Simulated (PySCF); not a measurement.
**PH2F (phosphinous fluoride(8ci,9ci)) at M06-2X/STO-3G**

Aim: the vertical ionisation energy of PH2F (phosphinous fluoride(8ci,9ci)) at M06-2X/STO-3G, from 2 runs. The job is set up through a Python script.

The results are computed with PySCF 2.14.0.

10 further runs of the same task are left out: 1 that didn't finish, 9 set aside as unsound or not needed.

### Step 1. The system as given

The species is PH2F (4 atoms), meant as a singlet with charge 0. SMILES: `FP`. The coordinates come from a GFN2-xTB relaxation.

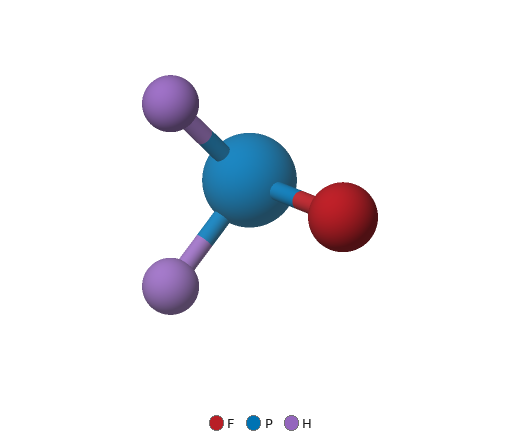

Viewed from a chosen angle; fluorine red, phosphorus blue, hydrogen purple.

### Step 2. A single-point energy at M06-2X/STO-3G

Input file input.py:

```python
from pyscf import gto, dft

mol = gto.M(
    atom=[
    ('F', (1.160540, 0.668850, -0.222660)),
    ('P', (-0.072030, -0.369080, -0.479670)),
    ('H', (-1.053910, 0.574260, -0.129560)),
    ('H', (-0.034600, -0.874030, 0.831900)),
],
    basis='sto-3g',
    charge=0,
    verbose=3,
    max_memory=1860,
)

myscf = dft.RKS(mol)
myscf.xc = 'm06-2x'
myscf.conv_tol = 1e-10
myscf.grids.level = 5
myscf.kernel()
if not myscf.converged:
    myscf = myscf.newton().run(myscf.mo_coeff, myscf.mo_occ)

etot = myscf.e_tot
print('Final energy', etot)
```

Launch:

```bash
$ OMP_NUM_THREADS=1 python input.py
```

What it wrote:

```text
converged SCF energy = -437.054639299382
Final energy -437.05463929938173
```

Run time: 2.4 s. Hardware: 1 thread of Arm Neoverse V2, shared host; peak memory 0.19 GiB.

### Step 3. The doublet cation, same level

Input file input.py:

```python
from pyscf import gto, dft

molecule = gto.M(
    atom=[
    ('F', (1.160540, 0.668850, -0.222660)),
    ('P', (-0.072030, -0.369080, -0.479670)),
    ('H', (-1.053910, 0.574260, -0.129560)),
    ('H', (-0.034600, -0.874030, 0.831900)),
],
    basis='sto-3g',
    verbose=3,
    max_memory=1860,
    charge=1,
    spin=1,
)

ks = dft.UKS(molecule, xc='m06-2x')
ks.conv_tol = 1e-10
ks.grids.level = 5
ks.kernel()
if not ks.converged:
    ks = ks.newton().run(ks.mo_coeff, ks.mo_occ)

e_tot = ks.e_tot
print(f'total energy: {e_tot:.8f} hartree')
```

Launch:

```bash
$ OMP_NUM_THREADS=1 python input.py
```

What it wrote:

```text
WARN: HOMO -0.264756116879164 >= LUMO -0.264756116879163

converged SCF energy = -436.757088926788  <S^2> = 0.75358193  2S+1 = 2.0035787
total energy: -436.75708893 hartree
```

It took 5.1 s on 1 thread of Arm Neoverse V2, shared host; peak memory 0.2 GiB.

### Step 4. Results

At M06-2X/STO-3G:

```
                                          quantity          value
                        singlet PH2F: total energy  -437.05464 Eh
                       singlet PH2F: dipole moment         0.72 D
                         singlet PH2F: HOMO energy       -5.70 eV
                         singlet PH2F: LUMO energy        7.36 eV
                       singlet PH2F: HOMO–LUMO gap       13.06 eV
                      doublet cation: total energy  -436.75709 Eh
doublet cation: HOMO energy (highest over α and β)      -16.84 eV
 doublet cation: LUMO energy (lowest over α and β)      -10.50 eV
                              doublet cation: ⟨S²⟩          0.754
vertical ionisation energy (to the doublet cation)       8.097 eV
```

What this shows: The vertical ionisation energy comes to 8.10 eV (781 kJ/mol). −ε(HOMO) before ionisation, 5.70 eV, is 2.39 eV below this ionisation energy. In a minimal basis such a difference can be off by several eV, whatever the method. Mulliken charges (singlet PH2F) run from -0.23 on F1 to +0.44 on P2; they depend strongly on the basis.
